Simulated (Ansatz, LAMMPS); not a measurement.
# Structural relaxation of amorphous 75SiO2-25TiO2 (mol %) (96 atoms), part 2 of 4

Wanted: the relaxed structure of amorphous 75SiO2-25TiO2 (mol %) (96 atoms) and its electronic structure.

Ansatz 0.2.0; Kohn-Sham DFT, PBE, PAW (set soft_2), plane waves.

The cell: 24 Si, 8 Ti and 64 O. The quench rate of 50 K/ps is many orders above laboratory rates. The starting topology of bonds comes from the classical model. Only the Γ point is sampled in the main run, in a cell whose shortest periodic width is 11 Å.

So far. Step 3 (Single point at the start): Neighbours are counted within 2.08 Å (O-Si), 2.64 Å (O-Ti).

## Step 4: Cell and atoms relaxed

The cell is relaxed with the atoms, since the starting lattice needn't suit this functional.

File input.yaml:

```yaml
crystal:
  lattice:
    - [11.1529, 0.0, 0.0]
    - [0.0, 11.1529, 0.0]
    - [0.0, 0.0, 11.1529]
  atoms:
    [... the 96 atom lines of step 3 ...]
kpoints:
  mp_grid: { grid: [1, 1, 1] }
hamiltonian:
  xc: pbe
scf:
  occupations: { method: fermi_dirac, width: 0.025 }
output:
  forces: true
relax:
  f_tol: 0.04
  max_steps: 250
  cell: {}
```

On the command line:

```sh
$ ansatz run input.yaml --threads 4 --pin off --max-ram 8192MiB --backend cpu --events-out ev --progress --plain --runs-dir out
```

Numbers of over 12 decimals in the logs are rounded to 6 here.

Log:

```text
[...]
Crystal: 96 atoms, lattice volume = 1387.278 Å³
Basis set: ecut = 420 eV, 27201 PW (Γ), exchange–correlation on 150×150×150 points (8 copies of the dense FFT grid, shifted against one another)
Bands: 384, of which v1, the nominal top of the filled ones, is band 288 counted from 1 (287 counted from 0)
Symmetry: 1 space group operations
[...]
k-points: 1
[...]
SCF iter   1: F=—  HF=-71673.273882 eV  |F-HF|=—  |Δ(HF+E_count)|=         —  Δρ=4.00e-3  dr2=4.28e-1  ethr=1.77e-3  ⟨swp⟩=5.0  Hψ=1546  notcnv=0  defer=62
[...]
SCF iter  12: F=-71673.191614 eV  HF=-71673.191614 eV  |F-HF|=1.37e-8  |Δ(HF+E_count)|=   8.57e-9  Δρ=1.88e-6  dr2=5.87e-8  ethr=1.74e-11  ⟨swp⟩=2.0  Hψ=1252  notcnv=0
SCF 1 converged in 12 iterations: F = -71673.191614 eV  dr2 = 5.87e-8
[...]
relax step   1: F+E_penalty+E_count = -71673.19161407 eV  Δ(F+E_penalty+E_count) = +0.000e0 eV  max|allowed force component| = 3.013e0 eV/Å  Δτ_max = 0.0000 Å  P = +6.323 GPa  Ω = 1387.278 Å³  (12 SCF iters, dr2 threshold 1.00e-7 eV, accepted)
[... from here on, the SCF cycles and remarks between the steps are left out ...]
relax step   2: F+E_penalty+E_count = -71675.80660303 eV  Δ(F+E_penalty+E_count) = -2.615e0 eV  max|allowed force component| = 2.051e0 eV/Å  Δτ_max = 0.1155 Å  P = +2.599 GPa  Ω = 1420.568 Å³  energy of the carried Pulay correction = -1.056e-1 eV  (10 SCF iters, dr2 threshold 9.60e-6 eV, accepted)
relax step   3: F+E_penalty+E_count = -71677.38744550 eV  Δ(F+E_penalty+E_count) = -1.581e0 eV  max|allowed force component| = 7.287e-1 eV/Å  Δτ_max = 0.1942 Å  P = -0.678 GPa  Ω = 1437.545 Å³  energy of the carried Pulay correction = -1.585e-1 eV  (10 SCF iters, dr2 threshold 9.60e-6 eV, accepted)
relax step   4: F+E_penalty+E_count = -71677.83784993 eV  Δ(F+E_penalty+E_count) = -4.504e-1 eV  max|allowed force component| = 7.151e-1 eV/Å  Δτ_max = 0.2000 Å  P = +0.120 GPa  Ω = 1416.386 Å³  energy of the carried Pulay correction = -9.249e-2 eV  (9 SCF iters, dr2 threshold 9.60e-6 eV, accepted)
relax step   5: F+E_penalty+E_count = -71678.05407828 eV  Δ(F+E_penalty+E_count) = -2.162e-1 eV  max|allowed force component| = 7.119e-1 eV/Å  Δτ_max = 0.2000 Å  P = -0.055 GPa  Ω = 1413.705 Å³  energy of the carried Pulay correction = -8.405e-2 eV  (9 SCF iters, dr2 threshold 9.60e-6 eV, accepted)
relax step   6: F+E_penalty+E_count = -71678.18827964 eV  Δ(F+E_penalty+E_count) = -1.342e-1 eV  max|allowed force component| = 2.541e-1 eV/Å  Δτ_max = 0.1569 Å  P = -0.051 GPa  Ω = 1411.133 Å³  energy of the carried Pulay correction = -7.594e-2 eV  (8 SCF iters, dr2 threshold 9.60e-6 eV, accepted)
relax step   7: F+E_penalty+E_count = -71678.28514013 eV  Δ(F+E_penalty+E_count) = -9.686e-2 eV  max|allowed force component| = 4.326e-1 eV/Å  Δτ_max = 0.1947 Å  P = -0.296 GPa  Ω = 1409.450 Å³  energy of the carried Pulay correction = -7.062e-2 eV  (9 SCF iters, dr2 threshold 4.04e-6 eV, accepted)
relax step   8: F+E_penalty+E_count = -71678.43108176 eV  Δ(F+E_penalty+E_count) = -1.459e-1 eV  max|allowed force component| = 2.370e-1 eV/Å  Δτ_max = 0.2000 Å  P = -0.074 GPa  Ω = 1404.275 Å³  energy of the carried Pulay correction = -5.424e-2 eV  (9 SCF iters, dr2 threshold 9.60e-6 eV, accepted)
relax step   9: F+E_penalty+E_count = -71678.45816299 eV  Δ(F+E_penalty+E_count) = -2.708e-2 eV  max|allowed force component| = 4.381e-1 eV/Å  Δτ_max = 0.1977 Å  P = -0.330 GPa  Ω = 1400.618 Å³  energy of the carried Pulay correction = -4.263e-2 eV  (9 SCF iters, dr2 threshold 3.51e-6 eV, accepted)
relax step  10: F+E_penalty+E_count = -71678.49049312 eV  Δ(F+E_penalty+E_count) = -3.233e-2 eV  max|allowed force component| = 2.272e-1 eV/Å  Δτ_max = 0.1632 Å  P = +0.004 GPa  Ω = 1406.083 Å³  energy of the carried Pulay correction = -5.997e-2 eV  (9 SCF iters, dr2 threshold 9.60e-6 eV, accepted)
relax step  11: F+E_penalty+E_count = -71678.52989756 eV  Δ(F+E_penalty+E_count) = -3.940e-2 eV  max|allowed force component| = 1.383e-1 eV/Å  Δτ_max = 0.0777 Å  P = +0.073 GPa  Ω = 1401.408 Å³  energy of the carried Pulay correction = -4.514e-2 eV  (9 SCF iters, dr2 threshold 3.23e-6 eV, accepted)
relax step  12: F+E_penalty+E_count = -71678.52544439 eV  Δ(F+E_penalty+E_count) = +4.453e-3 eV  max|allowed force component| = 8.490e-2 eV/Å  Δτ_max = 0.0582 Å  P = -0.015 GPa  Ω = 1404.209 Å³  energy of the carried Pulay correction = -5.403e-2 eV  (9 SCF iters, dr2 threshold 1.20e-6 eV, accepted)
relax step  13: F+E_penalty+E_count = -71678.53218229 eV  Δ(F+E_penalty+E_count) = -6.738e-3 eV  max|allowed force component| = 2.317e-2 eV/Å  Δτ_max = 0.0485 Å  P = +0.006 GPa  Ω = 1403.243 Å³  energy of the carried Pulay correction = -5.097e-2 eV  (9 SCF iters, dr2 threshold 4.51e-7 eV, accepted)
relax step  14: F+E_penalty+E_count = -71678.73087240 eV  Δ(F+E_penalty+E_count) = -1.987e-1 eV  max|allowed force component| = 2.169e-2 eV/Å  Δτ_max = 0.0000 Å  P = +0.237 GPa  Ω = 1403.243 Å³  stress off target by 5.23e-1 GPa  SCF on the basis re-selected at this cell (its energy is not comparable with the rows above)  (11 SCF iters)
relax step  15: F+E_penalty+E_count = -71678.73812835 eV  Δ(F+E_penalty+E_count) = -7.256e-3 eV  max|allowed force component| = 6.730e-2 eV/Å  Δτ_max = 0.0447 Å  P = +0.048 GPa  Ω = 1407.485 Å³  energy of the carried Pulay correction = -1.364e-2 eV  (9 SCF iters, dr2 threshold 6.84e-7 eV, accepted)
relax step  16: F+E_penalty+E_count = -71678.73356405 eV  Δ(F+E_penalty+E_count) = +4.564e-3 eV  max|allowed force component| = 7.451e-2 eV/Å  Δτ_max = 0.0275 Å  P = +0.016 GPa  Ω = 1409.751 Å³  energy of the carried Pulay correction = -2.126e-2 eV  (9 SCF iters, dr2 threshold 2.83e-7 eV, accepted)
relax step  17: F+E_penalty+E_count = -71678.73200201 eV  Δ(F+E_penalty+E_count) = +1.562e-3 eV  max|allowed force component| = 3.302e-2 eV/Å  Δτ_max = 0.0106 Å  P = -0.024 GPa  Ω = 1410.622 Å³  energy of the carried Pulay correction = -2.422e-2 eV  (8 SCF iters, dr2 threshold 3.47e-7 eV, accepted)
relax step  18: F+E_penalty+E_count = -71678.75373933 eV  Δ(F+E_penalty+E_count) = -2.174e-2 eV  max|allowed force component| = 3.311e-2 eV/Å  Δτ_max = 0.0000 Å  P = -0.016 GPa  Ω = 1410.622 Å³  stress off target by 8.14e-2 GPa  SCF on the basis re-selected at this cell (its energy is not comparable with the rows above)  (8 SCF iters)
relax step  19: F+E_penalty+E_count = -71678.75436766 eV  Δ(F+E_penalty+E_count) = -6.283e-4 eV  max|allowed force component| = 2.991e-2 eV/Å  Δτ_max = 0.0114 Å  P = +0.002 GPa  Ω = 1410.775 Å³  energy of the carried Pulay correction = -4.378e-4 eV  (10 SCF iters, dr2 threshold 1.66e-8 eV, accepted)
relax step  20: F+E_penalty+E_count = -71678.75375145 eV  Δ(F+E_penalty+E_count) = +6.162e-4 eV  max|allowed force component| = 2.994e-2 eV/Å  Δτ_max = 0.0000 Å  P = +0.002 GPa  Ω = 1410.775 Å³  stress off target by 1.35e-2 GPa  SCF on the basis re-selected at this cell (its energy is not comparable with the rows above)  (6 SCF iters)
basis re-selected at this cell: Δ(F+E_penalty+E_count) = +6.162e-4 eV, ΔP = +0.000 GPa vs the last step (what re-selecting the basis moved, of the pressure what is left beyond the Pulay correction that the steps carried, after the strain that the cell walked since its last selection, [...]
SCF converged after 6 iterations
Free energy (F): -71678.753751 eV
[...]
Internal energy: -71678.753751 eV  (E = F + TS)
E sigma→0 (E₀):  -71678.753751 eV
Fermi energy:    3.685722 eV
[...]
--- Forces (eV/Å), atoms counted from 1 ---
  atom   1  Si     0.00273426     0.00015563    -0.00477954
  atom   2  Si     0.00140995    -0.00404556    -0.00089240
  atom   3  Si     0.00663831    -0.00175943    -0.00838726
  atom   4  Si     0.00413298    -0.00157971    -0.00014506
  atom   5  Si     0.00277444    -0.00334299    -0.00304925
  atom   6  Si    -0.00690563    -0.01878306    -0.01386377
  atom   7  Si     0.00139039     0.00001264    -0.00885156
  atom   8  Si     0.00574318     0.00786137    -0.00161803
  atom   9  Si    -0.00131996    -0.00181441    -0.00091626
  atom  10  Si    -0.00330669     0.00115136     0.00891208
  atom  11  Si     0.00400415     0.00448745    -0.00298990
  atom  12  Si     0.00154704     0.00524250    -0.01314532
  atom  13  Si    -0.01633818     0.01888745     0.00819730
  atom  14  Si    -0.01044370     0.01655763    -0.00225120
[...]
atom  95  O      0.00190589     0.00211989     0.00853689
  atom  96  O     -0.00019197    -0.00046142    -0.00524492
  max |Σ_I F_I| component: 5.85e-5 eV/Å
--- Stress (GPa, compression-positive) ---
       -0.005539      -0.001064       0.006971
       -0.001064       0.000729      -0.004031
        0.006972      -0.004031       0.009386
  P = ⅓ Tr σ = 0.0015 GPa (0.015 kbar)
--- Relaxed structure (17 steps of the walk, 17 accepted, 3 SCFs on fresh bases) ---
  F+E_penalty+E_count = -71678.75375145 eV   max|allowed force component| = 2.994e-2 eV/Å   (the final SCF, on the basis selected at the relaxed cell)
  cell:  # Å, volume = 1410.7749 Å³
    - [11.463220, 0.123231, -0.055465]
    - [0.123231, 11.041822, 0.559114]
    - [-0.055465, 0.559114, 11.175758]
  atoms:
    - { symbol: Si, position: [0.533493, 0.833350, 0.220043] }
    - { symbol: Si, position: [0.988013, 0.932650, 0.101896] }
    - { symbol: Si, position: [0.301359, 0.932564, 0.297461] }
    - { symbol: Si, position: [0.782007, 0.620640, 0.720867] }
[...]
- { symbol: O, position: [0.645343, 0.163557, 0.218972] }
```

Elapsed: 4 min, on 4 threads of Intel Xeon Platinum 8488C (Sapphire Rapids), shared host; peak memory 1.9 GiB.

Relaxation path:

```
step  energy less that of the first step (eV)  largest force component (eV/Å)  pressure (GPa)  volume (Å³)
   1                                   0.0000                          3.0129            6.32      1387.28
   2                                  -2.6150                          2.0508            2.60      1420.57
   3                                  -4.1958                          0.7287           -0.68      1437.55
   4                                  -4.6462                          0.7151            0.12      1416.39
   5                                  -4.8625                          0.7119           -0.06      1413.70
   6                                  -4.9967                          0.2541           -0.05      1411.13
   7                                  -5.0935                          0.4326           -0.30      1409.45
   8                                  -5.2395                          0.2370           -0.07      1404.28
   9                                  -5.2665                          0.4381           -0.33      1400.62
  10                                  -5.2989                          0.2272            0.00      1406.08
  11                                  -5.3383                          0.1383            0.07      1401.41
  12                                  -5.3338                          0.0849           -0.01      1404.21
  13                                  -5.3406                          0.0232            0.01      1403.24
 14*                                  -5.5393                          0.0217            0.24      1403.24
  15                                  -5.5465                          0.0673            0.05      1407.49
  16                                  -5.5419                          0.0745            0.02      1409.75
  17                                  -5.5404                          0.0330           -0.02      1410.62
 18*                                  -5.5621                          0.0331           -0.02      1410.62
  19                                  -5.5628                          0.0299            0.00      1410.77
 20*                                  -5.5621                          0.0299            0.00      1410.77
```

Relaxation steps marked * repeat the geometry before them on a plane-wave basis chosen anew for their cell, so energy and pressure can jump there.

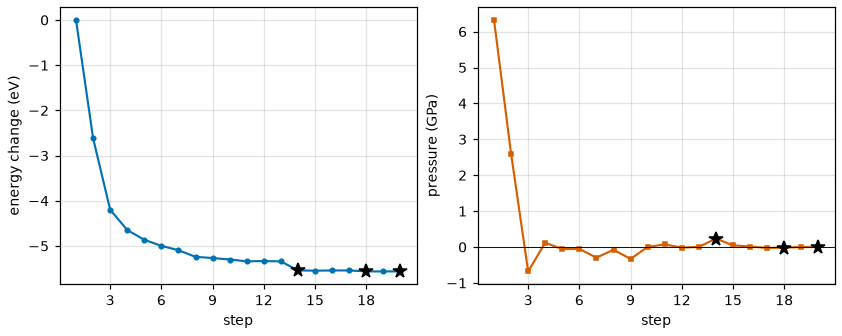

Energy and pressure along the relaxation. Stars mark steps on a basis chosen anew.

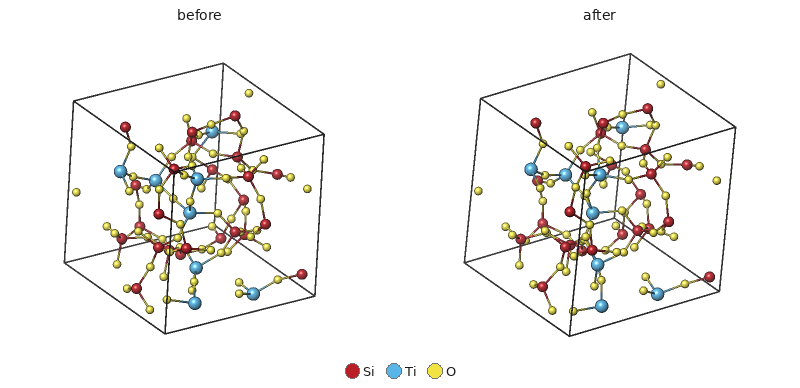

Before and after, at one scale. Bonds to atoms that aren't drawn are left out.

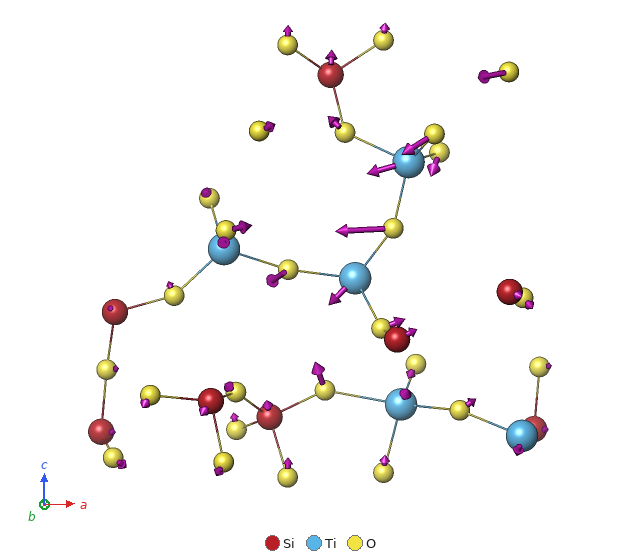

Displacements in the relaxation, exaggerated, measured against the changing cell; the longest in the cell stands for 1.05 Å. Drawn is a slice 4 Å thick, seen along the normal of the ac plane. Bonds to atoms that aren't drawn are left out.

```
     cell as run  before   after  change
           a (Å)  11.153  11.464  +2.8 %
           b (Å)  11.153  11.057  -0.9 %
           c (Å)  11.153  11.190  +0.3 %
           α (°)   90.00   84.24  -6.4 %
           β (°)   90.00   90.53  +0.6 %
           γ (°)   90.00   88.76  -1.4 %
volume (Å³/atom)   14.45   14.70  +1.7 %
```

The atoms that moved most (Å, as changes of fractional coordinates times the final cell):

```
atom      dx      dy      dz  length
 O43  -1.045  -0.099  -0.039   1.050
 O54  -0.494   0.851  -0.178   0.999
 O63  -0.315   0.676  -0.310   0.808
 O71   0.098   0.057  -0.674   0.683
 O37  -0.561  -0.211  -0.322   0.681
Ti26  -0.612   0.005  -0.168   0.634
 O95  -0.163  -0.586   0.082   0.614
 O92  -0.178  -0.260   0.487   0.580
```

The relaxation changed the energy by -57.9 meV/atom, and atoms moved by 0.37 Å r.m.s., 1.1 Å at most.

## Step 5: Distances and neighbours after relaxation

Bonds before and after, by the cutoffs listed below:

```
pair  bonds before  bonds after  mean before (Å)  mean after (Å)  spread before (Å)  spread after (Å)
O-Si            96           96            1.615           1.636              0.032             0.021
O-Ti            34           35            1.840           1.885              0.140             0.153
```

Density 2.45 g/cm³, 14.70 Å³ an atom.

g(r), total and by pair (bins of 0.2 Å):

```
r (Å)  total   O-O   O-Si  O-Ti  Si-Si  Si-Ti  Ti-Ti
 1.50   0.15  0.00   0.44  0.00   0.00   0.00   0.00
 1.70   4.54  0.00  12.70  2.79   0.00   0.00   0.00
 1.90   0.78  0.00   0.00  7.06   0.00   0.00   0.00
 2.10   0.08  0.00   0.00  0.75   0.00   0.00   0.00
 2.30   0.02  0.00   0.00  0.19   0.00   0.00   0.00
 2.50   0.54  1.18   0.00  0.19   0.00   0.00   0.00
 2.70   2.13  4.68   0.00  0.44   0.00   0.00   0.00
 2.90   0.84  1.51   0.05  0.00   2.02   0.67   0.00
 3.10   0.77  0.62   0.38  0.12   4.45   1.81   0.00
 3.30   0.82  0.81   0.57  0.40   1.12   3.19   3.23
 3.50   0.78  0.52   1.19  0.71   0.00   1.20   4.28
 3.70   0.80  0.62   1.18  0.97   0.14   0.22   1.26
 3.90   1.06  0.58   1.94  1.00   0.64   0.19   0.00
 4.10   1.22  0.67   1.97  1.69   0.69   0.88   0.00
 4.30   1.33  0.84   1.82  1.89   1.79   0.47   0.92
 4.50   0.98  1.00   0.67  1.61   1.06   1.30   0.88
 4.70   0.91  1.07   0.73  0.89   0.61   1.08   0.81
 4.90   1.13  1.57   0.64  0.91   1.23   0.85   0.76
 5.10   1.11  1.46   0.71  0.68   1.20   1.81   0.00
 5.30   1.04  1.24   0.73  0.90   1.46   1.14   1.24
```

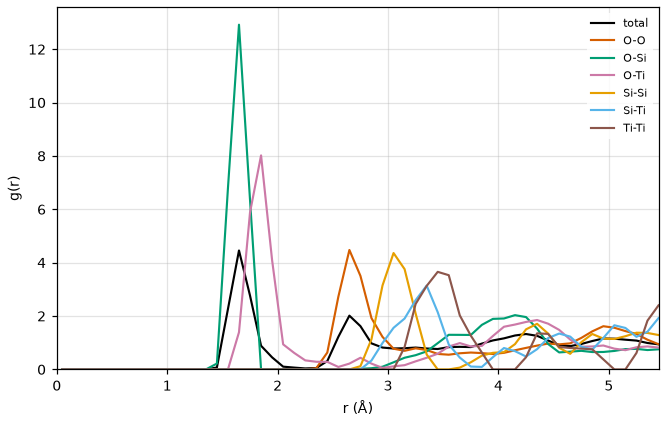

Pair distribution functions, lightly smoothed.

Bonds by pair of elements; cutoffs follow the first minimum of g(r), held within bounds set by covalent radii, and pairs that aren't listed don't count as bonded:

```
pair A-B  cutoff (Å)  bonds  mean length (Å)  spread (Å)  shortest (Å)  B about A  A about B
    O-Si        2.08     96             1.64       0.021          1.59        1.5          4
    O-Ti        2.64     35             1.89       0.153          1.76      0.547       4.38
```

How many atoms have how many bonded neighbours:

```
element  mean   2  3   4  5  6
      O  2.05  61  3   0  0  0
     Si     4   0  0  24  0  0
     Ti  4.38   0  1   4  2  1
```

Bond angles, per cent of each kind in bins of 5°:

```
angle (°)  O-Si-O  O-Ti-O  Si-O-Si  Si-O-Ti
    60–65     0.0     1.6      0.0      0.0
    65–70     0.0     0.0      0.0      0.0
    70–75     0.0     1.6      0.0      0.0
    75–80     0.0     1.6      0.0      0.0
    80–85     0.0     1.6      0.0      0.0
    85–90     0.0    14.5      0.0      3.9
    90–95     0.0     4.8      0.0      0.0
   95–100     2.1     6.5      0.0      0.0
  100–105    16.0    12.9      0.0      3.9
  105–110    37.5    27.4      0.0      0.0
  110–115    31.9     6.5      0.0      0.0
  115–120    10.4     8.1      2.7      0.0
  120–125     2.1     1.6      2.7      7.7
  125–130     0.0     0.0      5.4     11.5
  130–135     0.0     0.0     18.9      7.7
  135–140     0.0     0.0     18.9     15.4
  140–145     0.0     0.0     13.5     15.4
  145–150     0.0     1.6      5.4     11.5
  150–155     0.0     6.5      8.1      7.7
  155–160     0.0     1.6      8.1     11.5
  160–165     0.0     1.6      8.1      0.0
  165–170     0.0     0.0      5.4      0.0
  170–175     0.0     0.0      2.7      3.9
```

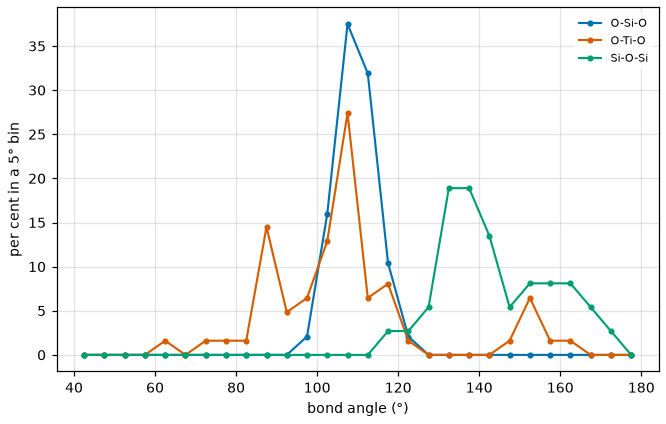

Distributions of the most common bond angles.

Bond angles (no mean is given where the spread exceeds 20°):

```
  angle  count  mean (°)  spread (°)
 O-Si-O    144       109         4.7
 O-Ti-O     62         -           -
Si-O-Si     37       144        13.1
Si-O-Ti     26       138        17.4
Ti-O-Ti      7         -           -
```

Oxygen atoms by the number of network formers (Si, P, Ge, B, Al, As, Ga) bound to them:

```
network formers bound to O  O atoms  per cent
                         0        5       7.8
                         1       22      34.4
                         2       37      57.8
```

Network units: each former by its oxygen neighbours and how many of them bridge to another former:

```
former  O neighbours  bridging O  atoms
    Si             4           2      7
    Si             4           3      8
    Si             4           4      9
```

Bond length by coordination (bonds to H left out):

```
element  coordination  atoms  mean bond length (Å)
      O             2     61                  1.68
      O             3      3                  1.97
     Ti             3      1                  1.80
     Ti             4      4                  1.82
     Ti             5      2                  1.91
     Ti             6      1                  2.06
```

Rings of the network by King's shortest-path rule, up to 12 atoms, one path for each pair of neighbours; H, halogens, alkali and alkaline-earth atoms are left out, and the last column divides by all other atoms, bonded or not:

```
ring size (atoms)  rings  per network atom
                4      2             0.021
                6      4             0.042
                8      7             0.073
               10     19             0.198
               12     24              0.25
```

First main peaks of g(r), for some of the pairs, lie near 2.7 Å (O-O), 1.6 Å (O-Si), 1.8 Å (O-Ti), 3.1 Å (Si-Si), 3.3 Å (Si-Ti) and 3.5 Å (Ti-Ti). With the cutoffs above, 95 % of O atoms have 2, all Si atoms have 4 and 50 % of Ti atoms have 4 bonded neighbours. The O-Si-O angle averages 109° with a spread of 5°. Counting bonds to Si alone, not to Ti, 58 % of the oxygens join two of these atoms and 34 % one; 8 % join none. The commonest Si unit has 4 oxygens, 4 of them shared with other formers (9 of 24 atoms). Rings of 12 atoms are the most common (43 % of those counted); sizes run from 4 to 12, where the search stops.

(Part 2 of 4 ends here.)

[Logs are printed without paths, hosts, clocks, repeated set-up lines and the standing remarks that a program may print on its own settings, such as how far it seeks lower states.]

[Hosts, paths, dates, database ids (printed as entryN), source tags and the programs' standing remarks are cut or masked in the printed files.]
